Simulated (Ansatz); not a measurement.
Consider F$_{4}$Ga$_{2}$H$_{2}$O$_{2}$ (SMILES [F][Ga-]1([F])[OH+][Ga-]([F])([F])[OH+]1).

Input

```
crystal:
  periodic: [false, false, false]
  atoms:
    - {symbol: F, position_ang: [0.457708, -2.713216, 0.060595]}
    - {symbol: Ga, position_ang: [0.673967, -1.093772, 0.654417]}
    - {symbol: F, position_ang: [1.694227, -0.776135, 2.025608]}
    - {symbol: O, position_ang: [-0.938519, -0.074092, 0.843527]}
    - {symbol: Ga, position_ang: [-0.674625, 1.093674, -0.653907]}
    - {symbol: F, position_ang: [-0.457184, 2.713494, -0.061547]}
    - {symbol: F, position_ang: [-1.693309, 0.775821, -2.026219]}
    - {symbol: O, position_ang: [0.937938, 0.074056, -0.842994]}
    - {symbol: H, position_ang: [-1.150004, 0.307879, 1.700195]}
    - {symbol: H, position_ang: [1.149801, -0.307718, -1.699676]}
basis:
  gaussian: {orbitals: def2-TZVPP}
hamiltonian: {xc: pbe0, dispersion: d4}
output: {orbitals: {seedname: orbitals}}
```

Command:

```sh
ansatz run in.yaml --threads 2 --pin off --events-out ev --progress --plain --max-ram 22528MiB --backend cuda --devices 0, --max-vram 18GiB
```

Geometry: PBE0-D4/def2-TZVP.

Theory: RKS PBE0-D4/def2-TZVPP in Ansatz 0.2.0.

Question: What can the converged electron density and electron localisation function tell about the bonding?

Answer: Ga–F (1.74 Å): ρ at the midpoint is about 0.94 e/Å³; the ELF peaks at about 0.80 in the valence shell of F, 0.5 Å from its nucleus, and is about 0.20 at the midpoint.

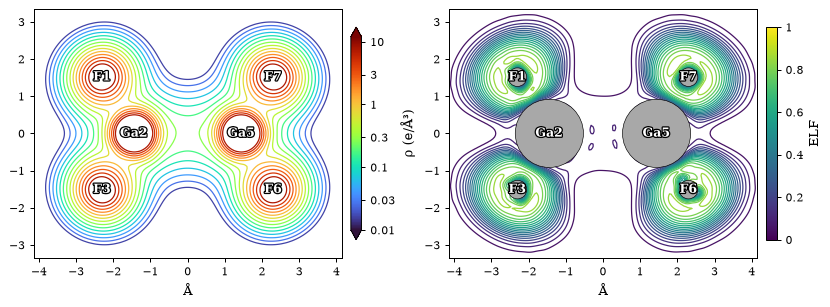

Computed electron density and electron localisation function on the plane of atoms F1, Ga2 and F3, in this order. Grey discs cover the atomic cores in the ELF map. 
